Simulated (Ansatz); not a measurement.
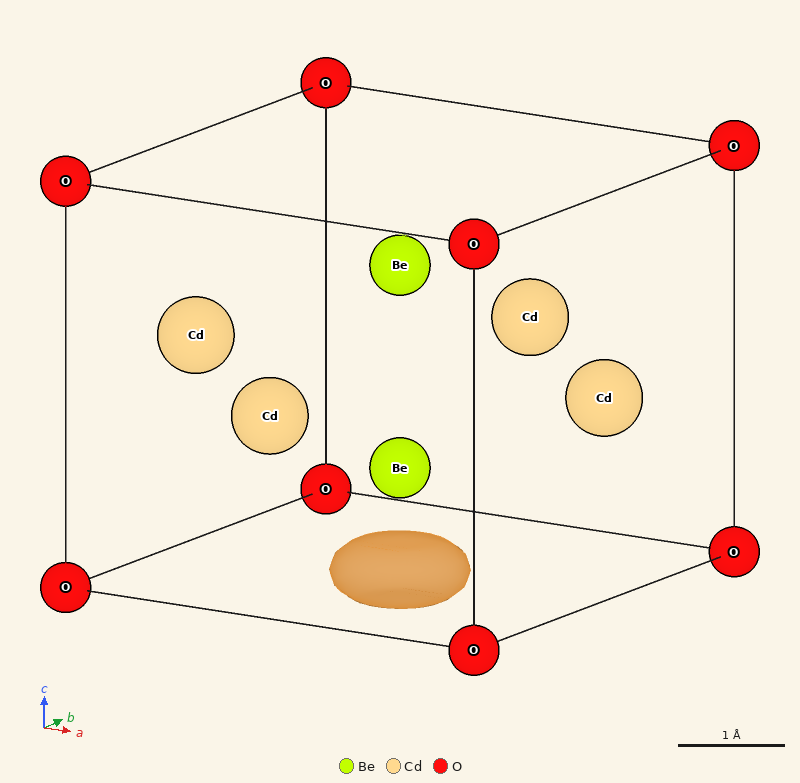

Figure 1: Be$_{2}$Cd$_{2}$O. Isosurface of the electron localisation function at 0.9 (orange), seen at an oblique angle. Core shells and regions of very low density are left out.

Space group P4/mmm; a structure generated by program, which may or may not match a known phase; spin-polarised.

The calculation used Ansatz, DFT PBE, scalar-relativistic, plane waves, PAW.

Input

```
crystal:
  lattice:
    - [4.5465467984, 0.0, 0.0]
    - [0.0, 4.5465467984, 0.0]
    - [0.0, 0.0, 3.966938601]
  atoms:
    - { symbol: Be, position: [0.5, 0.5, 0.246570664], spin: 0.11 }
    - { symbol: Be, position: [0.5, 0.5, 0.753429336], spin: 0.11 }
    - { symbol: Cd, position: [0.0, 0.5, 0.5] }
    - { symbol: Cd, position: [0.5, 0.0, 0.5] }
    - { symbol: O, position: [0.0, 0.0, 0.0], spin: 0.96 }
basis:
  ecutwfc: 420
kpoints:
  mp_grid: { grid: [8, 8, 10] }
hamiltonian:
  xc: pbe
scf:
  occupations: { method: gaussian, width: 0.1 }
output:
  forces: true
  stress: true
  eigenvalues: true
  populations: true
  write_density: true
  write_potential: true
  elf: true
  volumetric_format: npy
magnetization:
  spin_polarized: true
relax:
  adjacent_minimum: "off"
  f_tol: 0.01
  max_steps: 80
  cell: { stress_tol: 0.05 }
```

Command:

```sh
ansatz run input.yaml --threads 1 --pin off --max-ram 2560MiB --backend cpu --events-out ev --progress --plain --runs-dir out
```

Below, planes, directions and counts refer to the conventional cell (a = 4.57 Å, b = 4.57 Å, c = 3.95 Å, α = 90.00°, β = 90.00°, γ = 90.00°).

The fields are those of the relaxed geometry.

**What do the ELF domains correspond to?**

The ELF exceeds this value in one region between bonded Be–Be atoms, counted in one cell of 5 atoms. Regions shared between cells count once.

Values along the shortest contacts:
Be–Be (1.97 Å): the ELF peaks at about 0.75 between the atoms. Be–Cd (2.49 Å): the ELF is about 0.30 at the midpoint (no localised pair shows between them).
